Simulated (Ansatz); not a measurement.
```xyz
9

Si    0.0450   -0.0742   -0.0376
H    -0.0575   -0.1552    1.4584
N     1.6207   -0.0266   -0.7353
H     2.2858   -0.7729   -0.5703
H     2.0822    0.8580   -0.9072
H    -0.5586    1.2370   -0.4510
N    -0.7294   -1.5196   -0.5693
H    -1.4402   -1.9632   -0.0011
H    -0.8587   -1.7127   -1.5554
```

Method: Ansatz 0.2.0, RKS PBE0-D4/def2-SVP.

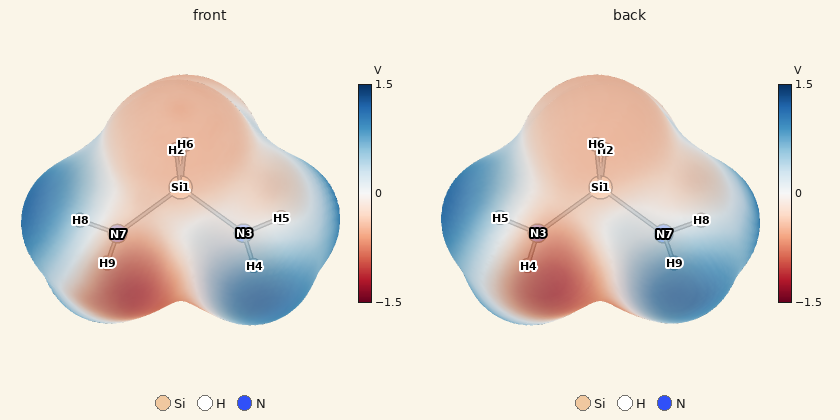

H₆N₂Si. The electrostatic potential painted on the density surface at 0.001 e/bohr³, seen from the front and from behind; the colour scale runs from red (negative) to blue (positive).

### Describe the electrostatic potential map.

The most negative region (about −1.0 V, or −23 kcal/mol for a unit charge) lies over N3 and N7, the most positive (about +1.1 V, or +25 kcal/mol for a unit charge) over H4, H5, H8 and H9.
